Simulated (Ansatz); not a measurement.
**CH₅GeN (SMILES N=[CH][GeH3]): functionals against CCSD(T) at one geometry**

The atoms stand at a structure displaced at random from a GFN2-xTB minimum. How far do the functionals agree with CCSD(T) there?

The runs use Ansatz 0.2.0, Gaussian basis; single points in def2-TZVPP.

Correlated methods freeze the cores. Filled d shells of the heavier atoms are correlated.

## (1) Starting geometry

SMILES `N=[CH][GeH3]`, 8 atoms, charge 0, spin multiplicity 1.

Atoms are counted from 1 here; the program's logs count them from 0.

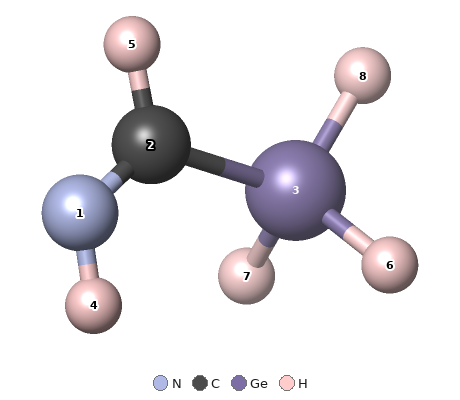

As it starts; nitrogen light blue, carbon dark grey, germanium purple, hydrogen pink; atoms are numbered from 1 in the order of the file.

Coordinates:

```mol
CH5GeN
  3D, bonds by distance, orders not assigned

  8  7  0  0  0  0  0  0  0  0999 V2000
   -1.4465    0.4939   -1.1150 N   0  0
   -0.3101    0.6131   -0.7817 C   0  0
    0.6984   -0.3746    0.6603 Ge  0  0
   -2.0358   -0.1104   -0.6009 H   0  0
    0.3278    1.2344   -1.3852 H   0  0
    0.0577   -0.0912    1.9633 H   0  0
    0.5849   -1.8857    0.4261 H   0  0
    2.1420    0.0524    0.7610 H   0  0
  1  2  8  0
  1  4  8  0
  2  3  8  0
  2  5  8  0
  3  6  8  0
  3  7  8  0
  3  8  8  0
M  END
```

## (2) CCSD(T)/def2-TZVPP

Input file run/in.yaml:

```yaml
crystal:
  periodic: [false, false, false]
  atoms:
    - {symbol: N, position_ang: [-1.446500, 0.493900, -1.115000]}
    - {symbol: C, position_ang: [-0.310100, 0.613100, -0.781700]}
    - {symbol: Ge, position_ang: [0.698400, -0.374600, 0.660300]}
    - {symbol: H, position_ang: [-2.035800, -0.110400, -0.600900]}
    - {symbol: H, position_ang: [0.327800, 1.234400, -1.385200]}
    - {symbol: H, position_ang: [0.057700, -0.091200, 1.963300]}
    - {symbol: H, position_ang: [0.584900, -1.885700, 0.426100]}
    - {symbol: H, position_ang: [2.142000, 0.052400, 0.761000]}
basis:
  gaussian: {orbitals: def2-TZVPP}
correlation: {method: ccsd_t}
output: {forces: true}
```

No record of the launch command was kept for these runs.

## (3) PBE0-D4/def2-TZVPP

run/in.yaml, as its differences from that of step 2:

```diff
@@ -13,3 +13,3 @@
   gaussian: {orbitals: def2-TZVPP}
-correlation: {method: ccsd_t}
-output: {forces: true}
+hamiltonian: {xc: pbe0, dispersion: d4}
+output: {forces: true, orbitals: {seedname: orbitals}}
```

## (4) wB97M-V/def2-TZVPP

run/in.yaml, as its differences from that of step 3:

```diff
@@ -13,3 +13,3 @@
   gaussian: {orbitals: def2-TZVPP}
-hamiltonian: {xc: pbe0, dispersion: d4}
-output: {forces: true, orbitals: {seedname: orbitals}}
+hamiltonian: {xc: {name: wB97M-V}}
+output: {forces: true}
```

## (5) r2SCAN-D4/def2-TZVPP

run/in.yaml, as its differences from that of step 4:

```diff
@@ -13,3 +13,3 @@
   gaussian: {orbitals: def2-TZVPP}
-hamiltonian: {xc: {name: wB97M-V}}
+hamiltonian: {xc: r2scan, dispersion: d4}
 output: {forces: true}
```

## (6) PBE-D4/def2-TZVPP

run/in.yaml, as its differences from that of step 5:

```diff
@@ -13,3 +13,3 @@
   gaussian: {orbitals: def2-TZVPP}
-hamiltonian: {xc: r2scan, dispersion: d4}
+hamiltonian: {xc: pbe, dispersion: d4}
 output: {forces: true}
```

## (7) wB97X-V/def2-TZVPP

run/in.yaml, as its differences from that of step 6:

```diff
@@ -13,3 +13,3 @@
   gaussian: {orbitals: def2-TZVPP}
-hamiltonian: {xc: pbe, dispersion: d4}
+hamiltonian: {xc: {name: wB97X-V}}
 output: {forces: true}
```

## (8) r2SCANh-D4/def2-TZVPP

run/in.yaml, as its differences from that of step 7:

```diff
@@ -13,3 +13,3 @@
   gaussian: {orbitals: def2-TZVPP}
-hamiltonian: {xc: {name: wB97X-V}}
+hamiltonian: {xc: {name: r2SCANh}, dispersion: d4}
 output: {forces: true}
```

(Steps that only read results are left out.)

Q: Predict the outcome of this session. Wanted: energy less free atoms, CCSD(T)/def2-TZVPP; RMS force component; RMS force error; HOMO and LUMO, PBE0-D4; T1 diagnostic.

As calculated:

```
                                  quantity                                                                                              value
energy less free atoms, CCSD(T)/def2-TZVPP                                                                                     -2479.9 kJ/mol
                       RMS force component                                                               1.750 to 2.106 eV/Å over the methods
                           RMS force error  PBE0-D4 0.365, wB97M-V 0.293, r2SCAN-D4 0.331, PBE-D4 0.288, wB97X-V 0.231, r2SCANh-D4 0.367 eV/Å
                    HOMO and LUMO, PBE0-D4                                                                                 -6.81 and -0.59 eV
                             T1 diagnostic                                                                                              0.012
```

In words: Against CCSD(T) the functionals' energies less atoms differ by -105.9 to -40.8 kJ/mol, PBE-D4 by -105.9 kJ/mol. The reference is not at the basis limit: in triple zeta CCSD(T) underbinds, which counts against methods that bind more; the gaps are no ranking. The forces of wB97X-V come nearest to CCSD(T), those of r2SCANh-D4 are farthest. Frozen-core CCSD(T) forces in triple zeta carry basis errors of their own, and this is one geometry, so small gaps rank nothing.
